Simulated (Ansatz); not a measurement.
**GaHCl (SMILES [Cl][GaH]) at UCCSD/STO-3G**

Aim: the vertical doublet–quartet gap of GaHCl at UCCSD/STO-3G, from 2 runs. 

The calculation is run with Ansatz 0.2.0.

99 further runs of the same task are left out: 46 that didn't finish, 53 set aside as unsound or not needed.

## 1. The molecule

GaHCl has 3 atoms, charge 0, and is taken as a doublet. SMILES: `[Cl][GaH]`. The shape is that of a PBE0-D4/def2-TZVP optimisation.

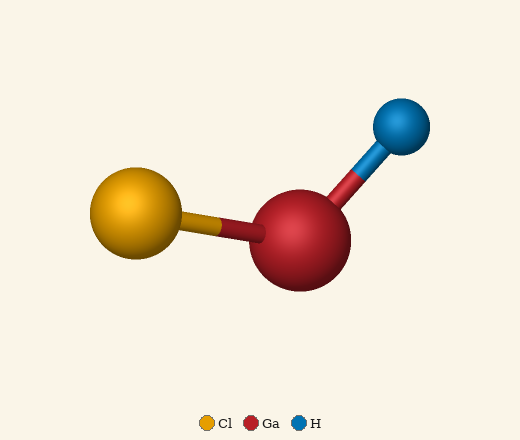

The structure, seen from a chosen angle (chlorine amber, gallium red, hydrogen blue).

## 2. A single-point energy at UCCSD/STO-3G

The input, molecule.yaml:

```yaml
crystal:
  periodic: [false, false, false]
  atoms:
    - {symbol: Cl, position_ang: [1.530700, -0.191300, 0.805700]}
    - {symbol: Ga, position_ang: [-0.331100, -0.583500, -0.232800]}
    - {symbol: H, position_ang: [-1.210500, 0.710000, -0.586300]}
basis:
  gaussian:
    orbitals: STO-3G
magnetization:
  spin_polarized: true
  initial_magnetization: 1
correlation:
  method: ccsd
  frozen_orbitals: {Cl: 5, Ga: 9, H: 0}
accuracy: high
scf:
  omitted_lower_state_checks: [cluster_reference, increment]
```

Run with:

```sh
$ ansatz run molecule.yaml --threads 1 --pin off --max-ram 2610MiB --events-out events.jsonl --progress --plain --runs-dir runs
```

The program printed, cut to the lines that bear on the results:

```text
Warning: RAYON_NUM_THREADS=1 ignored (pool sized by the plan → 1); use --threads N
[...]
14 core orbitals not correlated: weight in the atoms' cores, before any rotation towards them, 0.999 or more for the frozen orbitals, at most 0.001 for the correlated occupied ones
[...]
cycle 162  -1.27324720 eV  change   -8.8e-9 eV  update   4.4e-8
[...]
cycle 199  -1.27324772 eV  change   -2.2e-9 eV  update   1.8e-9
Total energy: -64115.67058466 eV, -2356.2074348238 hartree
Checks for a lower state left out: cluster_reference, increment
```

Wall time 4.2 s (1 thread of Arm Neoverse V1, shared host); peak memory 0.098 GiB.

## 3. The quartet

The input, job.yaml:

```yaml
crystal:
  periodic: [false, false, false]
  atoms:
    - {symbol: Cl, position_ang: [1.530700, -0.191300, 0.805700]}
    - {symbol: Ga, position_ang: [-0.331100, -0.583500, -0.232800]}
    - {symbol: H, position_ang: [-1.210500, 0.710000, -0.586300]}
basis:
  gaussian:
    orbitals: STO-3G
total_charge: 0
magnetization:
  spin_polarized: true
  initial_magnetization: 3
correlation:
  method: ccsd
  frozen_orbitals: {Cl: 5, Ga: 9, H: 0}
accuracy: high
scf:
  omitted_lower_state_checks: [cluster_reference, increment]
```

Run with:

```sh
$ ansatz run job.yaml --threads 1 --pin off --max-ram 2610MiB --events-out events.jsonl --progress --plain --runs-dir runs
```

The program printed, cut to the lines that bear on the results:

```text
Warning: RAYON_NUM_THREADS=1 ignored (pool sized by the plan → 1); use --threads N
Functional definition: HF
  name "HF"
[...]
397 factors; integrals over basis functions are off by at most 3.6e-8 eV
[...]
mean field -64114.22638708 eV, -2356.1543615415 hartree, gradient 1.7e-8 eV, S^2 3.754955; 15 other end points of the search recorded, 0 dependent functions left out
14 core orbitals not correlated: weight in the atoms' cores, before any rotation towards them, 0.999 or more for the frozen orbitals, at most 0.001 for the correlated occupied ones
reference -64114.22638708 eV, -2356.1543615415 hartree; 12, 9 occupied and 2, 5 virtual orbitals, 397 factors
second order -0.62754411 eV of doubles, -0.00000000 eV of singles
cycle   1  -0.81552146 eV  change   -1.9e-1 eV  update   5.0e-2
[...]
cycle  47  -0.96294799 eV  change  -2.6e-10 eV  update   1.6e-9
Total energy: -64115.18933506 eV, -2356.1897492274 hartree
Checks for a lower state left out: cluster_reference, increment
```

Wall time 2.1 s (1 thread of Arm Neoverse V1, shared host).

## 4. Outcome

Level: UCCSD/STO-3G, 14 core orbitals frozen.

| quantity | value |
| --- | --- |
| doublet: total energy | -2356.20743 Eh |
| doublet: correlation energy (14 core orbitals frozen) | -46.8 mEh |
| doublet: ⟨S²⟩ of the reference determinant | 1.178 |
| doublet: T1 diagnostic | 0.129 |
| quartet: total energy | -2356.18975 Eh |
| quartet: correlation energy (14 core orbitals frozen) | -35.4 mEh |
| quartet: ⟨S²⟩ of the reference determinant | 3.755 |
| quartet: T1 diagnostic | 0.010 |
| vertical energy of the quartet above the doublet | 0.481 eV |

What this shows: At this shape the quartet lies 0.48 eV (11.1 kcal/mol) above the doublet. In a minimal basis such a difference can be off by several eV, whatever the method. ⟨S²⟩ (doublet) is 1.18 where a pure doublet has 0.75: the reference is spin-contaminated. The T1 diagnostic (doublet) of 0.129 is above the customary mark for such species, so a single reference may not serve.
